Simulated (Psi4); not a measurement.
# C3H6F2 (SMILES FCCCF) at B2PLYP/cc-pVDZ (density fitting for correlation)

What is the vertical singlet–triplet gap of C3H6F2 at B2PLYP/cc-pVDZ (density fitting for correlation)? 

The results are computed with Psi4 1.11.

2 further runs of the same task are left out: 1 that didn't finish, 1 set aside as unsound or not needed.

**1. The structure to begin with**

The species is C3H6F2 (11 atoms), meant as a singlet with charge 0. As SMILES, `FCCCF`. The coordinates come from a PBE0-D4/def2-TZVP relaxation. This is one conformer, not always the lowest.

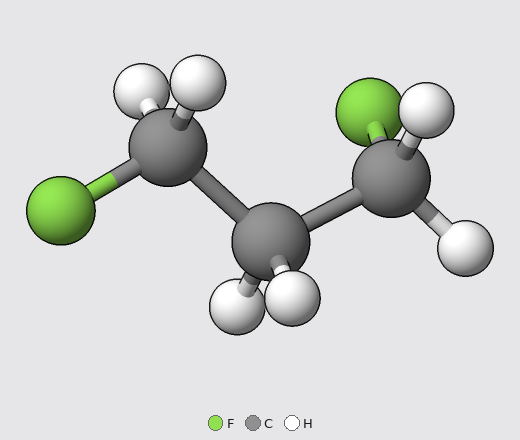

Viewed from a chosen angle; fluorine green, carbon grey, hydrogen white.

**2. The energy at B2PLYP/cc-pVDZ (density fitting for correlation)**

Input file job.in:

```
memory 1600 MB

molecule geom {
  0 1
  F     -1.964400     1.432700    -0.107100
  C     -0.715300     1.000700     0.300600
  C     -0.375000    -0.298800    -0.387800
  C      0.967500    -0.838200     0.034700
  F      1.975600     0.040200    -0.331200
  H     -0.744500     0.875300     1.388600
  H      0.008000     1.781800     0.054100
  H     -0.388200    -0.154300    -1.471600
  H     -1.138100    -1.046200    -0.147100
  H      1.026200    -0.968100     1.120800
  H      1.173400    -1.798000    -0.445900
  symmetry c1
}

set {
  basis                cc-pVDZ
  puream               true
  e_convergence        1e-09
  d_convergence        1e-08
  scf_type             pk
  dft_radial_points    99
  dft_spherical_points 590
  num_frozen_docc      5
}

e_tot = energy('b2plyp')
print_variables()
```

Command:

```sh
$ psi4 -i job.in -o job.out -n 1
```

job.out:

```text
[...]
  Running in c1 symmetry.
[...]
  Nuclear repulsion =  184.503528916065250
[...]
  Multiplicity = 1
[...]
  Nalpha       = 21
  Nbeta        = 21
[...]
    Number of basis functions: 100
[...]
   @RKS iter   1:  -316.95997202186220   -5.03837e-01   4.68665e-03 DIIS/ADIIS
[...]
   @RKS iter  11:  -317.07103453999969   -4.94538e-12   4.32803e-09 DIIS
[...]
    Orbital Energies [Eh]
    ---------------------
    Doubly Occupied:
       1A    -25.348294     2A    -25.341085     3A    -10.709060
       4A    -10.700584     5A    -10.636982     6A     -1.357805
       7A     -1.350923     8A     -0.920763     9A     -0.797223
      10A     -0.708677    11A     -0.599301    12A     -0.593044
      13A     -0.573029    14A     -0.563498    15A     -0.534271
      16A     -0.512982    17A     -0.471535    18A     -0.438261
      19A     -0.414780    20A     -0.402985    21A     -0.394440
[...]
  @RKS Final Energy:  -317.07103453999969
   => Energetics <=
    Nuclear Repulsion Energy =            184.5035289160652496
    One-Electron Energy =                -802.8149317864539398
    Two-Electron Energy =                 320.1557594038893058
    DFT Exchange-Correlation Energy =     -18.9153910735002704
    Empirical Dispersion Energy =           0.0000000000000000
    VV10 Nonlocal Energy =                  0.0000000000000000
    Total Energy =                       -317.0710345399996868
[...]
 Multipole Moments:
 ------------------------------------------------------------------------------------
     Multipole            Electronic (a.u.)      Nuclear  (a.u.)        Total (a.u.)
 ------------------------------------------------------------------------------------
 L = 1.  Multiply by 2.5417464519 to convert [e a0] to [Debye]
 Dipole X            :          0.1040048           -0.0079578            0.0960470
 Dipole Y            :          3.0854997           -3.7858827           -0.7003830
 Dipole Z            :         -0.9523496            1.2759935            0.3236439
 Magnitude           :                                                    0.7775003
[...]
```

Wall time 19 s (1 thread of Intel Xeon 6975P-C (Granite Rapids), shared host); peak memory 0.84 GiB.

**3. The triplet**

Input file job.json:

```json
{
  "schema_name": "qcschema_input",
  "schema_version": 1,
  "molecule": {
    "schema_name": "qcschema_molecule",
    "schema_version": 2,
    "symbols": ["F", "C", "C", "C", "F", "H", "H", "H", "H", "H", "H"],
    "geometry": [-3.712178, 2.70741062, -0.20238967, -1.3517211, 1.89104893, 0.56805167, -0.7086473, -0.56465017, -0.73283579, 1.82831003, -1.58396844, 0.0655735, 3.73334293, 0.07596699, -0.62587729, -1.4069011, 1.65407728, 2.6240737, 0.01511781, 3.36711401, 0.10223418, -0.73359168, -0.29158474, -2.78092096, -2.1506973, -1.97703147, -0.27797871, 1.93923695, -1.82944386, 2.11800504, 2.21740463, -3.39772757, -0.84262888],
    "molecular_charge": 0,
    "molecular_multiplicity": 3,
    "fix_symmetry": "c1"
  },
  "driver": "energy",
  "model": {
    "method": "b2plyp",
    "basis": "cc-pVDZ"
  },
  "keywords": {
    "reference": "uks",
    "puream": true,
    "e_convergence": 1e-09,
    "d_convergence": 1e-08,
    "scf_type": "pk",
    "dft_radial_points": 99,
    "dft_spherical_points": 590,
    "num_frozen_docc": 5,
    "maxiter": 200
  }
}
```

Command:

```sh
$ psi4 --qcschema job.json -n 1 --memory 1600MB
```

stdout:

```text
[...]
  Running in c1 symmetry.
[...]
  Nuclear repulsion =  184.503528997433932
[...]
  Multiplicity = 3
[...]
  Nalpha       = 22
  Nbeta        = 20
[...]
    Number of basis functions: 100
[...]
   @UKS iter   1:  -316.53799584535921   -8.18605e-02   4.77248e-03 ADIIS/DIIS
[...]
   @UKS iter  63:  -316.69595092057074    3.80282e-11   7.73218e-09 DIIS
[...]
   @S^2 Observed:                2.008834547E+00
[...]
    Orbital Energies [Eh]
    ---------------------
    Alpha Occupied:
       1A    -25.469460     2A    -25.335115     3A    -10.693269
       4A    -10.684480     5A    -10.654237     6A     -1.481792
       7A     -1.344314     8A     -0.935872     9A     -0.823193
      10A     -0.728974    11A     -0.684726    12A     -0.655730
      13A     -0.628042    14A     -0.575889    15A     -0.560363
      16A     -0.531626    17A     -0.509643    18A     -0.466171
      19A     -0.431432    20A     -0.411632    21A     -0.399734
      22A     -0.035117
    Alpha Virtual:
      23A      0.103642    24A      0.137643    25A      0.154410
[...]
  @UKS Final Energy:  -316.69595092057074
   => Energetics <=
    Nuclear Repulsion Energy =            184.5035289974339321
    One-Electron Energy =                -801.8486268455390018
    Two-Electron Energy =                 319.5240754352389558
    DFT Exchange-Correlation Energy =     -18.8749285077046416
    Empirical Dispersion Energy =           0.0000000000000000
    VV10 Nonlocal Energy =                  0.0000000000000000
    Total Energy =                       -316.6959509205707377
[...]
 Multipole Moments:
 ------------------------------------------------------------------------------------
     Multipole            Electronic (a.u.)      Nuclear  (a.u.)        Total (a.u.)
 ------------------------------------------------------------------------------------
 L = 1.  Multiply by 2.5417464519 to convert [e a0] to [Debye]
 Dipole X            :         -0.6020516           -0.0079578           -0.6100094
 Dipole Y            :          3.4999128           -3.7858827           -0.2859699
 Dipole Z            :         -0.9395650            1.2759935            0.3364285
 Magnitude           :                                                    0.7530435
[...]
```

The result, in JSON:

```text
{
 "driver": "energy",
 "model": {
  "method": "b2plyp",
  "basis": "cc-pVDZ"
 },
 "success": true,
 "return_result": -316.96208785918674,
 "properties": {
  "calcinfo_nbasis": 100,
  "calcinfo_nmo": 100,
  "calcinfo_nalpha": 22,
  "calcinfo_nbeta": 20,
  "calcinfo_natom": 11,
  "nuclear_repulsion_energy": 184.50352899743393,
  "return_energy": -316.96208785918674,
  "scf_one_electron_energy": -801.848626845539,
  "scf_two_electron_energy": 319.52407543523896,
  "scf_xc_energy": -18.87492850770464,
  "scf_dipole_moment": [-0.6100094202246866, -0.2859699286290418, 0.33642851754246705],
  "scf_total_energy": -316.69595092057074,
  "scf_iterations": 63
 }
}
```

It took 2.1 min on 1 thread of Intel Xeon 6975P-C (Granite Rapids), shared host; peak memory 0.85 GiB.

**4. What came out**

At B2PLYP/cc-pVDZ (density fitting for correlation), 5 core orbitals frozen:

| quantity | value |
| --- | --- |
| singlet: total energy | -317.32767 Eh |
| singlet: HOMO energy (SCF part's orbitals) | -10.73 eV |
| singlet: LUMO energy (SCF part's orbitals) | 2.83 eV |
| singlet: HOMO–LUMO gap (SCF part's orbitals) | 13.56 eV |
| triplet: total energy | -316.96209 Eh |
| triplet: HOMO energy (SCF part's orbitals) (highest over α and β) | -0.96 eV |
| triplet: ⟨S²⟩ | 2.009 |
| vertical energy of the triplet above the singlet | 9.948 eV |

**Reading.** At this shape the triplet lies 9.95 eV (229 kcal/mol) above the singlet.
